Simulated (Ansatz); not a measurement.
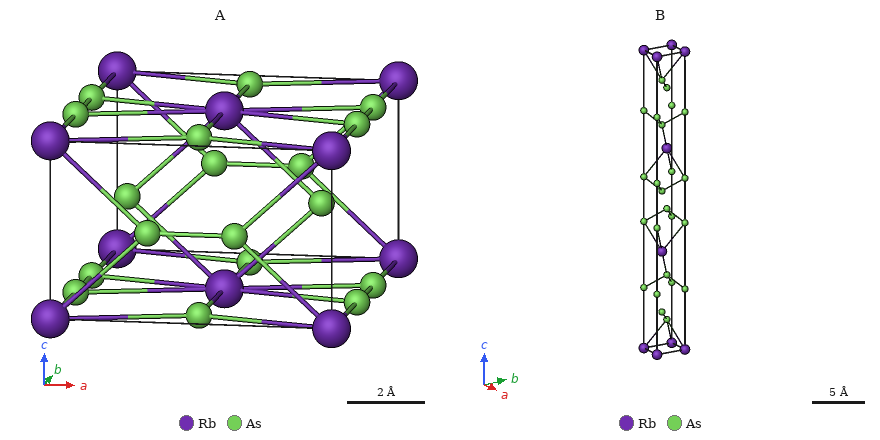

Two structures of RbAs4, each relaxed to rest (conventional cells in solid outline, small ones repeated, not to one scale). Method: DFT PBE, scalar-relativistic, plane waves, PAW in Ansatz, without spin polarisation.

> What are the two structures?

A: 10 atoms a cell on a base-centred orthorhombic lattice, Cmmm. B: 15 atoms a cell on a rhombohedral (trigonal R) lattice, R-3m.

> Which polymorph is favoured?

B is lower, by 194 meV/atom at this level of theory (energies at zero smearing). Volumes: A 35.1, B 27.5 Å³/atom.

One or both may be structure types tried for this composition rather than known phases.
